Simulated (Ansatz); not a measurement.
# A hypothetical structure for Ta2PbN

This structure for Ta2PbN is made up. Its elements were placed in a known structure type with a cell scaled to their sizes. What cell does the guess relax to, and how far off was it?

Method: DFT, r2SCAN, plane-wave PAW, files of the set soft_1, scalar-relativistic, no spin, cell and ions relaxed at zero pressure; PAW set soft_1, in the first sound run; inputs show where later runs differ, in Ansatz 0.2.0.

### 1. The starting structure

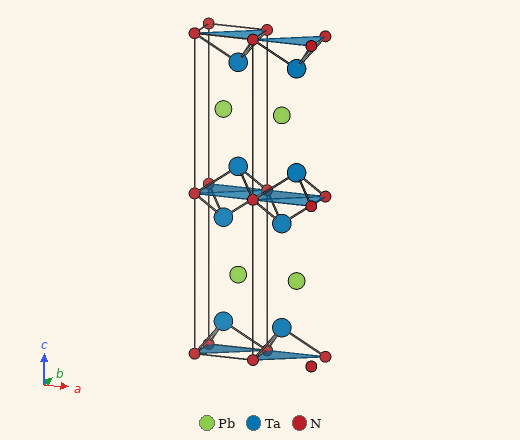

The starting structure, seen slightly off an axis (lead green, tantalum blue, nitrogen red). 2×1×1 cells are drawn. Bonds to atoms that aren't drawn are left out. Some periodic images of atoms are drawn too.

Structure file:

```cif
data_structure
_symmetry_space_group_name_H-M 'P 1'
_symmetry_Int_Tables_number 1
_cell_length_a 3.3800
_cell_length_b 3.3800
_cell_length_c 14.2120
_cell_angle_alpha 90.000
_cell_angle_beta 90.000
_cell_angle_gamma 120.000
_cell_volume 140.61
loop_
_atom_site_label
_atom_site_type_symbol
_atom_site_fract_x
_atom_site_fract_y
_atom_site_fract_z
_atom_site_occupancy
Pb1 Pb 0.33333 0.66667 0.75000 1
Pb2 Pb 0.66667 0.33333 0.25000 1
Ta3 Ta 0.66667 0.33333 0.58760 1
Ta4 Ta 0.33333 0.66667 0.41240 1
Ta5 Ta 0.33333 0.66667 0.08760 1
Ta6 Ta 0.66667 0.33333 0.91240 1
N7 N 0.00000 0.00000 0.50000 1
N8 N 0.00000 0.00000 0.00000 1
```

### 2. Relaxation of the guess

The guessed cell has no reason to be at equilibrium. It is relaxed with the atoms, within the space group of the guess.

The input, input.yaml:

```yaml
crystal:
  lattice:
    - [3.38, 0.0, 0.0]
    - [-1.69, 2.927165865, 0.0]
    - [0.0, 0.0, 14.212]
  atoms:
    - { symbol: Pb, position: [0.333333333, 0.666666667, 0.75] }
    - { symbol: Pb, position: [0.666666667, 0.333333333, 0.25] }
    - { symbol: Ta, position: [0.666666667, 0.333333333, 0.5876] }
    - { symbol: Ta, position: [0.333333333, 0.666666667, 0.4124] }
    - { symbol: Ta, position: [0.333333333, 0.666666667, 0.0876] }
    - { symbol: Ta, position: [0.666666667, 0.333333333, 0.9124] }
    - { symbol: "N", position: [0.0, 0.0, 0.5] }
    - { symbol: "N", position: [0.0, 0.0, 0.0] }
kpoints:
  mp_grid: { grid: [9, 9, 2] }
scf:
  occupations: { method: fermi_dirac, width: 0.05 }
hamiltonian:
  xc: r2scan
  pseudopotentials: { kind: paw, azcp: { folder: soft_1 } }
relax:
  f_tol: 0.015
  max_steps: 70
  cell: {}
output:
  forces: true
  stress: true
```

Command:

```console
ansatz run input.yaml --threads 4 --pin off --max-ram 10240MiB --backend cpu --events-out ev --progress --plain --runs-dir out
```

Numbers of over 12 decimals in the logs are rounded to 6 here.

Output:

```text
Engine: ansatz 0.2.0, aarch64-unknown-linux-gnu
Pseudopotentials: kind: paw
Pseudopotential: Pb, paw, valence charge 14, recommended cutoff 500 eV (meta_gga), soft_1/Pb.paw.azcp
Pseudopotential: Ta, paw, valence charge 13, recommended cutoff 500 eV (meta_gga), soft_1/Ta.paw.azcp
Pseudopotential: N, paw, valence charge 5, recommended cutoff 500 eV (meta_gga), soft_1/N.paw.azcp
Functional definition: r2SCAN
  parameter k0 = 0.174
  parameter k1 = 0.065
  parameter a1 = 4.9479
  exchange = r2scan_x(k0 = k0, k1 = k1, a1 = a1)
  correlation = r2scan_c
Crystal: 8 atoms, lattice volume = 140.611 Å³
Basis set: ecut = 500 eV, 3591 PW (Γ), exchange–correlation on 100×100×432 points (64 copies of the dense FFT grid, shifted against one another)
Bands: 54, of which v1, the nominal top of the filled ones, is band 45 counted from 1 (44 counted from 0)
Symmetry: 24 space group operations
Space group: P63/mmc (ITA 194), of the structure as read, at distance tolerance 5.2e-5 Å
k-points: 24 of 162
Non-local potential: Pb, projectors of the file, l = 0: 2, l = 1: 2, l = 2: 2, l = 3: 1
Non-local potential: Ta, projectors of the file, l = 0: 3, l = 1: 2, l = 2: 2, l = 3: 1
Non-local potential: N, projectors of the file, l = 0: 2, l = 1: 2, l = 2: 1
PAW form: soft (Blöchl's): semilocal exchange-correlation on the pseudo side does not see the compensation charge
PAW frozen core: Pb, regenerated for the run's functional (the file was generated under x = pbe(κ = 0.804, μ = 0.219515), c = pbe(β = 0.066725))
PAW frozen core: Ta, regenerated for the run's functional (the file was generated under x = pbe(κ = 0.804, μ = 0.219515), c = pbe(β = 0.066725))
PAW frozen core: N, regenerated for the run's functional (the file was generated under x = pbe(κ = 0.804, μ = 0.219515), c = pbe(β = 0.066725))
PAW one-centre angular grid: Pb, 590 points (default); XC on 160 Gauss nodes
PAW one-centre angular grid: Ta, 590 points (default); XC on 160 Gauss nodes
PAW one-centre angular grid: N, 302 points (default); XC on 160 Gauss nodes
Initial density: superposition of atomic densities (chi_scale 0.1, normalization cell, long waves kept (reshape's long-wave potential 0.04 eV rms))
Initial wavefunctions: pseudopotential atomic-orbital guess
Functional: x = r2scan, c = r2scan; τ floored in thin density (d = 2e-4 eV/Å³)
SCF iter   1: F=—  HF=-64397.178347 eV  |F-HF|=—  |Δ(HF+E_count)|=         —  Δρ=4.36e-2  dr2=7.84e0  dr2_τ=1.79e-1  ethr=3.10e-3  ⟨swp⟩=6.7  Hψ=5133  notcnv=0  defer=1
preconditioner: auto → Kerker (q_TF=auto, 2.533 Å⁻¹)  [metal: Δε(μ)=0.028 eV  Ē_g=10.468 eV  σ=0.050 eV  W_gap=0.14  n_scr=52 (ndim 8)  ℏωp=23.8 eV  f_vac=0.000  D(μ)=8.36/eV (n_scr^D=80)]
SCF iter   2: F=—  HF=-64396.479483 eV  |F-HF|=—  |Δ(HF+E_count)|=   6.99e-1  Δρ=2.49e-2  dr2=2.89e0  dr2_τ=2.50e-2  ethr=3.10e-3  ⟨swp⟩=2.9  Hψ=2456  notcnv=0  defer=6
SCF iter   3: F=—  HF=-64396.242011 eV  |F-HF|=—  |Δ(HF+E_count)|=   2.37e-1  Δρ=1.40e-2  dr2=3.27e-1  dr2_τ=5.78e-2  ethr=3.10e-3  ⟨swp⟩=3.1  Hψ=1927  notcnv=0  defer=6
SCF iter   4: F=—  HF=-64396.201936 eV  |F-HF|=—  |Δ(HF+E_count)|=   4.01e-2  Δρ=3.36e-3  dr2=3.42e-2  dr2_τ=3.22e-3  ethr=3.64e-4  ⟨swp⟩=3.2  Hψ=2281  notcnv=0  defer=8
SCF iter   5: F=—  HF=-64396.201130 eV  |F-HF|=—  |Δ(HF+E_count)|=   8.06e-4  Δρ=1.20e-3  dr2=2.18e-3  dr2_τ=8.23e-5  ethr=3.80e-5  ⟨swp⟩=2.0  Hψ=1665  notcnv=0  defer=8
SCF iter   6: F=—  HF=-64396.202126 eV  |F-HF|=—  |Δ(HF+E_count)|=   9.96e-4  Δρ=3.64e-4  dr2=2.03e-4  dr2_τ=6.19e-6  ethr=2.42e-6  ⟨swp⟩=2.0  Hψ=2025  notcnv=0  defer=8
SCF iter   7: F=—  HF=-64396.202262 eV  |F-HF|=—  |Δ(HF+E_count)|=   1.36e-4  Δρ=7.12e-5  dr2=9.60e-6  dr2_τ=2.68e-7  ethr=2.26e-7  ⟨swp⟩=2.0  Hψ=1732  notcnv=0  defer=8
SCF iter   8: F=—  HF=-64396.202440 eV  |F-HF|=—  |Δ(HF+E_count)|=   1.79e-4  Δρ=2.59e-5  dr2=8.11e-7  dr2_τ=5.72e-8  ethr=1.07e-8  ⟨swp⟩=2.2  Hψ=1905  notcnv=0  defer=8
SCF iter   9: F=-64396.202441 eV  HF=-64396.202441 eV  |F-HF|=2.26e-8  |Δ(HF+E_count)|=   3.43e-7  Δρ=3.66e-6  dr2=1.62e-8  dr2_τ=8.26e-10  ethr=1.11e-10  ⟨swp⟩=5.4  Hψ=4824  notcnv=0
SCF 1 converged in 9 iterations: F = -64396.202441 eV  dr2 = 1.62e-8
  greatest PAW one-centre occupation: 0.999 electrons in one spin orbital (limit 2), on the Ta atom at site 5 (counted from 0), in its partial waves of l = 0
relax step   1: F+E_penalty+E_count = -64396.20244086 eV  Δ(F+E_penalty+E_count) = +0.000e0 eV  max|allowed force component| = 2.790e0 eV/Å  Δτ_max = 0.0000 Å  P = -19.195 GPa  Ω = 140.611 Å³  (9 SCF iters, dr2 threshold 1.00e-7 eV, accepted)
Crystal: 8 atoms, lattice volume = 123.590 Å³
Basis set: ecut = 500 eV, 3115 PW (Γ), exchange–correlation on 100×100×432 points (64 copies of the dense FFT grid, shifted against one another)
Initial density: handed on by an earlier stage of this run
Initial wavefunctions: those handed on with the density
SCF iter   1: F=—  HF=-64397.136143 eV  |F-HF|=—  |Δ(HF+E_count)|=         —  Δρ=3.55e-2  dr2=7.73e0  dr2_τ=1.05e1  ethr=3.10e-3  ⟨swp⟩=11.8  Hψ=6584  notcnv=0  defer=3
preconditioner: auto → Kerker (q_TF=auto, 2.588 Å⁻¹)  [metal: Δε(μ)=0.017 eV  Ē_g=12.167 eV  σ=0.050 eV  W_gap=0.08  n_scr=40 (ndim 8)  ℏωp=25.4 eV  f_vac=0.000  D(μ)=4.92/eV (n_scr^D=52)]
SCF iter   2: F=—  HF=-64398.282630 eV  |F-HF|=—  |Δ(HF+E_count)|=    1.15e0  Δρ=1.94e-2  dr2=3.17e0  dr2_τ=1.90e-2  ethr=3.10e-3  ⟨swp⟩=2.7  Hψ=2449  notcnv=0  defer=34
SCF iter   3: F=—  HF=-64397.859172 eV  |F-HF|=—  |Δ(HF+E_count)|=   4.23e-1  Δρ=4.46e-3  dr2=9.13e-2  dr2_τ=9.66e-3  ethr=3.10e-3  ⟨swp⟩=3.4  Hψ=1792  notcnv=0  defer=34
SCF iter   4: F=—  HF=-64397.858457 eV  |F-HF|=—  |Δ(HF+E_count)|=   7.15e-4  Δρ=2.04e-3  dr2=9.90e-3  dr2_τ=4.69e-4  ethr=1.01e-4  ⟨swp⟩=3.1  Hψ=1954  notcnv=0  defer=30
SCF iter   5: F=—  HF=-64397.859317 eV  |F-HF|=—  |Δ(HF+E_count)|=   8.60e-4  Δρ=4.84e-4  dr2=2.73e-4  dr2_τ=2.28e-5  ethr=1.10e-5  ⟨swp⟩=2.0  Hψ=1676  notcnv=0  defer=30
SCF iter   6: F=—  HF=-64397.859661 eV  |F-HF|=—  |Δ(HF+E_count)|=   3.44e-4  Δρ=1.99e-4  dr2=5.25e-5  dr2_τ=4.15e-6  ethr=3.03e-7  ⟨swp⟩=2.2  Hψ=2034  notcnv=0  defer=30
SCF iter   7: F=—  HF=-64397.859695 eV  |F-HF|=—  |Δ(HF+E_count)|=   3.47e-5  Δρ=8.13e-5  dr2=8.60e-6  dr2_τ=1.35e-6  ethr=5.83e-8  ⟨swp⟩=2.0  Hψ=1934  notcnv=0  defer=30
SCF iter   8: F=-64397.859698 eV  HF=-64397.859698 eV  |F-HF|=2.65e-7  |Δ(HF+E_count)|=   2.37e-6  Δρ=1.99e-5  dr2=6.45e-7  dr2_τ=5.81e-8  ethr=8.89e-10  ⟨swp⟩=3.9  Hψ=5449  notcnv=0
SCF 2 converged in 8 iterations: F = -64397.859698 eV  dr2 = 6.45e-7
[...]
SCF iter   2: F=—  HF=-64398.137351 eV  |F-HF|=—  |Δ(HF+E_count)|=   4.84e-1  Δρ=5.35e-3  dr2=1.84e-1  dr2_τ=8.78e-4  ethr=4.03e-4  ⟨swp⟩=2.6  Hψ=2014  notcnv=0
SCF iter   3: F=—  HF=-64398.118941 eV  |F-HF|=—  |Δ(HF+E_count)|=   1.84e-2  Δρ=5.79e-3  dr2=4.13e-2  dr2_τ=6.91e-3  ethr=2.04e-4  ⟨swp⟩=3.5  Hψ=2154  notcnv=0
SCF iter   4: F=—  HF=-64398.110850 eV  |F-HF|=—  |Δ(HF+E_count)|=   8.09e-3  Δρ=1.88e-3  dr2=5.28e-3  dr2_τ=2.11e-4  ethr=4.59e-5  ⟨swp⟩=2.0  Hψ=1965  notcnv=0  defer=8
SCF iter   5: F=—  HF=-64398.110019 eV  |F-HF|=—  |Δ(HF+E_count)|=   8.31e-4  Δρ=3.30e-4  dr2=3.88e-4  dr2_τ=2.75e-5  ethr=5.87e-6  ⟨swp⟩=2.0  Hψ=1729  notcnv=0  defer=8
SCF iter   6: F=—  HF=-64398.110189 eV  |F-HF|=—  |Δ(HF+E_count)|=   1.70e-4  Δρ=9.32e-5  dr2=1.13e-5  dr2_τ=4.85e-7  ethr=4.32e-7  ⟨swp⟩=2.2  Hψ=1787  notcnv=0  defer=8
SCF iter   7: F=—  HF=-64398.110197 eV  |F-HF|=—  |Δ(HF+E_count)|=   7.77e-6  Δρ=4.08e-5  dr2=2.27e-6  dr2_τ=1.97e-7  ethr=1.26e-8  ⟨swp⟩=2.1  Hψ=2015  notcnv=0  defer=8
SCF iter   8: F=-64398.110197 eV  HF=-64398.110197 eV  |F-HF|=4.49e-8  |Δ(HF+E_count)|=   2.91e-7  Δρ=9.51e-6  dr2=1.27e-7  dr2_τ=4.40e-9  ethr=8.89e-10  ⟨swp⟩=5.0  Hψ=4431  notcnv=0
SCF 3 converged in 8 iterations: F = -64398.110197 eV  dr2 = 1.27e-7
relax step   3: F+E_penalty+E_count = -64398.11019728 eV  Δ(F+E_penalty+E_count) = -2.505e-1 eV  max|allowed force component| = 5.645e-1 eV/Å  Δτ_max = 0.0091 Å  P = -2.592 GPa  Ω = 131.271 Å³  energy of the carried Pulay correction = +2.219e-3 eV  (8 SCF iters, dr2 threshold 8.00e-7 eV, accepted)
[...]
relax step   4: F+E_penalty+E_count = -64398.17347001 eV  Δ(F+E_penalty+E_count) = -6.327e-2 eV  max|allowed force component| = 1.870e-2 eV/Å  Δτ_max = 0.0401 Å  P = -1.559 GPa  Ω = 132.383 Å³  energy of the carried Pulay correction = +1.947e-3 eV  (8 SCF iters, dr2 threshold 8.00e-7 eV, accepted)
[...]
relax step   5: F+E_penalty+E_count = -64398.18653561 eV  Δ(F+E_penalty+E_count) = -1.307e-2 eV  max|allowed force component| = 6.212e-2 eV/Å  Δτ_max = 0.0118 Å  P = -0.017 GPa  Ω = 130.793 Å³  energy of the carried Pulay correction = +2.337e-3 eV  (7 SCF iters, dr2 threshold 8.00e-7 eV, accepted)
[...]
relax step   6: F+E_penalty+E_count = -64398.18786787 eV  Δ(F+E_penalty+E_count) = -1.332e-3 eV  max|allowed force component| = 1.173e-2 eV/Å  Δτ_max = 0.0043 Å  P = -0.005 GPa  Ω = 130.971 Å³  energy of the carried Pulay correction = +2.293e-3 eV  (5 SCF iters, dr2 threshold 7.26e-7 eV, accepted)
Basis set: ecut = 500 eV, 3301 PW (Γ), exchange–correlation on 100×100×400 points (64 copies of the dense FFT grid, shifted against one another)
Initial wavefunctions: pseudopotential atomic-orbital guess (no wavefunctions were taken with the density)
iter 1 solved again at ethr=4.70e-8 eV; its pass at ethr=3.10e-3 eV (dr2=4.23e-5 eV) is discarded
SCF iter   1: F=—  HF=-64398.185762 eV  |F-HF|=—  |Δ(HF+E_count)|=         —  Δρ=1.44e-4  dr2=3.09e-6  dr2_τ=2.99e-5  ethr=4.70e-8  ⟨swp⟩=4.4  Hψ=9558  notcnv=0
preconditioner: auto → Kerker (q_TF=auto, 2.563 Å⁻¹)  [metal: Δε(μ)=0.047 eV  Ē_g=12.207 eV  σ=0.050 eV  W_gap=0.23  n_scr=40 (ndim 8)  ℏωp=24.7 eV  f_vac=0.000  D(μ)=5.58/eV (n_scr^D=52)]
SCF iter   2: F=—  HF=-64398.185776 eV  |F-HF|=—  |Δ(HF+E_count)|=   1.36e-5  Δρ=7.62e-5  dr2=9.80e-7  dr2_τ=9.79e-7  ethr=3.43e-9  ⟨swp⟩=2.1  Hψ=1961  notcnv=0
SCF iter   3: F=—  HF=-64398.185778 eV  |F-HF|=—  |Δ(HF+E_count)|=   2.38e-6  Δρ=1.10e-5  dr2=1.21e-7  dr2_τ=4.57e-8  ethr=1.09e-9  ⟨swp⟩=2.2  Hψ=2048  notcnv=0
SCF iter   4: F=—  HF=-64398.185778 eV  |F-HF|=—  |Δ(HF+E_count)|=   3.48e-8  Δρ=3.08e-6  dr2=1.62e-8  dr2_τ=5.67e-10  ethr=1.35e-10  ⟨swp⟩=2.0  Hψ=1834  notcnv=0
SCF iter   5: F=—  HF=-64398.185778 eV  |F-HF|=—  |Δ(HF+E_count)|=   1.75e-8  Δρ=1.31e-6  dr2=3.23e-9  dr2_τ=2.84e-10  ethr=1.80e-11  ⟨swp⟩=2.0  Hψ=1798  notcnv=0
SCF iter   6: F=—  HF=-64398.185779 eV  |F-HF|=—  |Δ(HF+E_count)|=   3.17e-9  Δρ=4.49e-7  dr2=2.21e-10  dr2_τ=2.41e-11  ethr=3.59e-12  ⟨swp⟩=2.2  Hψ=1871  notcnv=0
SCF iter   7: F=-64398.185779 eV  HF=-64398.185779 eV  |F-HF|=1.46e-11  |Δ(HF+E_count)|=  3.20e-10  Δρ=9.16e-8  dr2=1.57e-11  dr2_τ=6.24e-13  ethr=1.00e-12  ⟨swp⟩=5.1  Hψ=4631  notcnv=0
SCF 7 converged in 7 iterations: F = -64398.185779 eV  dr2 = 1.57e-11
relax step   7: F+E_penalty+E_count = -64398.18577850 eV  Δ(F+E_penalty+E_count) = +2.089e-3 eV  max|allowed force component| = 1.170e-2 eV/Å  Δτ_max = 0.0000 Å  P = -0.005 GPa  Ω = 130.971 Å³  stress off target by 1.10e-2 GPa  SCF on the basis re-selected at this cell (its energy is not comparable with the rows above)  (7 SCF iters)
basis re-selected at this cell: Δ(F+E_penalty+E_count) = +2.089e-3 eV, ΔP = -0.000 GPa vs the last step (what re-selecting the basis moved, of the pressure what is left beyond the Pulay correction that the steps carried, after the strain that the cell walked since its last selection, with what the two solves' SCF thresholds leave and, on support functions, any second-order correction that the steps lacked; it is no measure of the basis error at this ecutwfc). The dense FFT grid was sized anew with the basis: this SCF ran on 25×25×100 points, the steps before it on 25×25×108, so part of this shift can come from that change (see relax.cell in the input reference). [rest of the remark cut]
SCF converged after 7 iterations
Free energy (F): -64398.185779 eV
Harris-Foulkes:  -64398.185779 eV  (|F-HF|=1.46e-11)
Internal energy: -64398.141083 eV  (E = F + TS)
E sigma→0 (E₀):  -64398.163431 eV
Entropy (-TS):   -0.044696 eV (-5.587 meV/atom)
Fermi energy:    17.846610 eV
--- Per-component energies (eV) ---
  E_band       = -442.601347
  E_kinetic    = 2439.200589
  E_local      = -4579.247411  (includes V_loc(G=0)·N_el)
  E_nonlocal   = 641.270570
  E_hartree    = 1757.221604
  E_xc         = -1726.160054
  E_vxc        = -1509.273454  (∫ρ·V_xc dr)
  E_paw        = -54443.282910  (= ΣΔE_a)
  E_vpaw       = -1032.519313  (= ΣTr[D̂ρ^β])
  E_aug_tail   = 0.000224  (compensation charges beyond the density's cutoff)
  E_vtau       = 83.524312  (kinetic-family band-sum trace: ∫τ·v_τ [+ j·A + Jᵃ·Aᵃ] dr)
  E_ewald      = -8485.989016
  E_core_change = -1.154677  (= ΣΔE_core)
  E_smearing   = -0.044696  (= −TS)
  E_closure    = 0.000000  (closes the sum)
  Σ components = -64398.185779   (vs F -64398.185779, Δ=0.00e0)
--- Forces (eV/Å), atoms counted from 1 ---
  atom   1  Pb     0.00000000    -0.00000000     0.00000000
  atom   2  Pb    -0.00000000     0.00000000    -0.00000000
  atom   3  Ta     0.00000000     0.00000000     0.01170134
  atom   4  Ta    -0.00000000    -0.00000000    -0.01170134
  atom   5  Ta     0.00000000    -0.00000000     0.01170134
  atom   6  Ta    -0.00000000     0.00000000    -0.01170134
  atom   7  N     -0.00000000     0.00000000    -0.00000000
  atom   8  N     -0.00000000    -0.00000000    -0.00000000
  max |Σ_I F_I| component: 4.63e-17 eV/Å
--- Stress (GPa, compression-positive) ---
       -0.011033       0.000000       0.000000
        0.000000      -0.011033      -0.000000
        0.000000      -0.000000       0.008017
  P = ⅓ Tr σ = -0.0047 GPa (-0.047 kbar)
--- Relaxed structure (6 steps of the walk, 6 accepted, 1 SCFs on fresh bases) ---
  F+E_penalty+E_count = -64398.18577850 eV   max|allowed force component| = 1.170e-2 eV/Å   (the final SCF, on the basis selected at the relaxed cell)
  cell:  # Å, volume = 130.9711 Å³
    - [3.381959, 0, 0]
    - [-1.690979, 2.928862, 0]
    - [0, 0, 13.222336]
  atoms:
    - { symbol: Pb, position: [0.333333, 0.666667, 0.750000] }
    - { symbol: Pb, position: [0.666667, 0.333333, 0.250000] }
    - { symbol: Ta, position: [0.666667, 0.333333, 0.574190] }
    - { symbol: Ta, position: [0.333333, 0.666667, 0.425810] }
    - { symbol: Ta, position: [0.333333, 0.666667, 0.074190] }
    - { symbol: Ta, position: [0.666667, 0.333333, 0.925810] }
    - { symbol: N, position: [0, 0, 0.500000] }
    - { symbol: N, position: [0, 0, -4.577267826423465e-19] }
```

The job ended after 42 s (4 threads of Arm Neoverse V1, shared host; peak memory 0.89 GiB; 2.6 min of CPU time).

Relaxation path:

```
step  energy less that of the first step (eV)  largest force component (eV/Å)  pressure (GPa)  volume (Å³)
   1                                   0.0000                          2.7900          -19.20       140.61
   2                                  -1.6573                          0.9219           11.18       123.59
   3                                  -1.9078                          0.5645           -2.59       131.27
   4                                  -1.9710                          0.0187           -1.56       132.38
   5                                  -1.9841                          0.0621           -0.02       130.79
   6                                  -1.9854                          0.0117            0.00       130.97
  7*                                  -1.9833                          0.0117            0.00       130.97
```

Relaxation steps marked * repeat the geometry before them on a plane-wave basis chosen anew for their cell, so energy and pressure can jump there.

The run keeps the 24 symmetry operations that it works with, so distortions that break them were not tested.

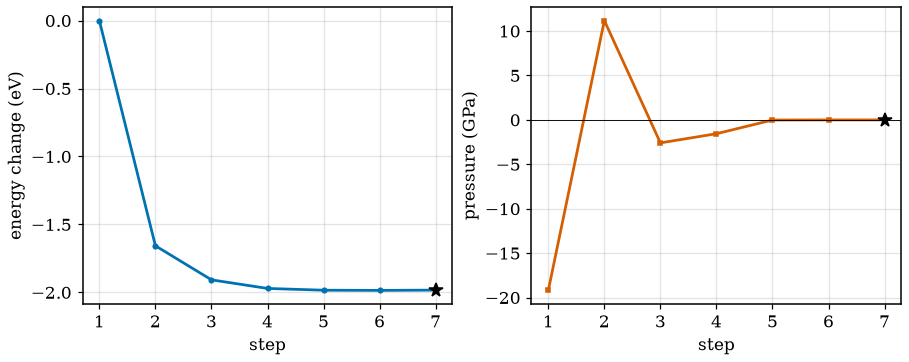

Energy and pressure along the relaxation. Stars mark steps on a basis chosen anew.

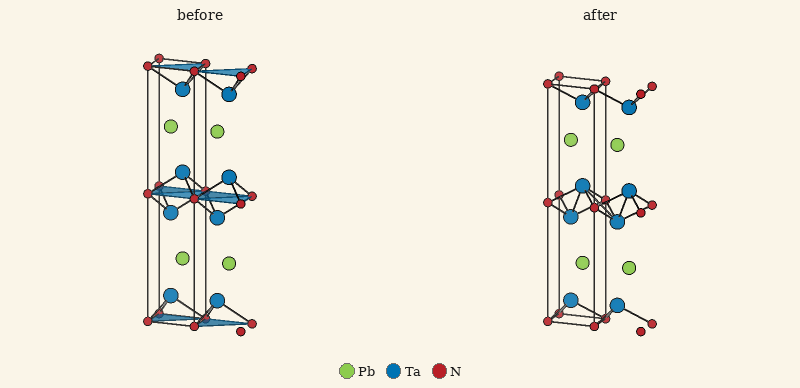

Before and after, at one scale. Bonds to atoms that aren't drawn are left out.

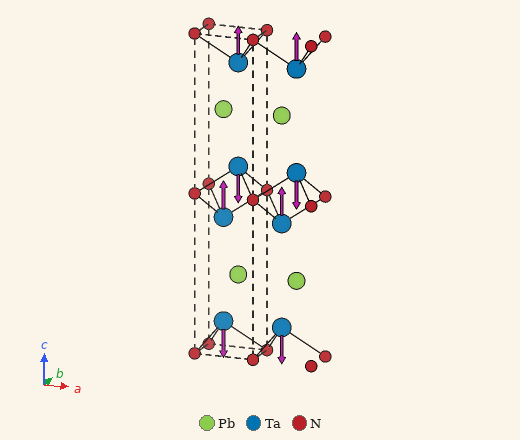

Displacements in the relaxation, exaggerated, measured against the changing cell; the longest in the cell stands for 0.18 Å. Bonds to atoms that aren't drawn are left out. 2×1×1 cells are drawn. Some periodic images of atoms are drawn too.

```
conventional cell, symmetrised  before   after  change
                         a (Å)   3.380   3.382  +0.1 %
                         b (Å)   3.380   3.382  +0.1 %
                         c (Å)  14.212  13.222  -7.0 %
              volume (Å³/atom)   17.58   16.37  -6.9 %
```

The atoms that moved most (Å, as changes of fractional coordinates times the final cell):

```
atom     dx     dy      dz  length
 Ta6  0.000  0.000   0.177   0.177
 Ta4  0.000  0.000   0.177   0.177
 Ta5  0.000  0.000  -0.177   0.177
 Ta3  0.000  0.000  -0.177   0.177
```

This step gave:

```yaml
free_energy: -64398.1858 eV
energy_at_zero_smearing: -64398.1634 eV
smearing_term_ts: 0.04470 eV
fermi_energy: 17.85 eV
electrons: 90
symmetry_operations: 24
pressure: -0.004683 GPa
```

The shortest distance of each pair, which need not be the same contact before and after:

```
 pair  guess (Å)  relaxed (Å)
 N–Ta      2.315        2.185
Ta–Ta      3.164        2.768
Pb–Ta      3.022        3.036
Pb–Pb      3.380        3.382
  N–N      3.380        3.382
```

The relaxation ends with a largest force component of 0.012 eV/Å and a pressure of 0.00 GPa.

(Part 1 of 2 ends here.)

[Logs are printed without paths, hosts, clocks, repeated set-up lines and the standing remarks that a program may print on its own settings, such as how far it seeks lower states.]

[Hosts, paths, dates, database ids (printed as entryN), source tags and the programs' standing remarks are cut or masked in the printed files.]
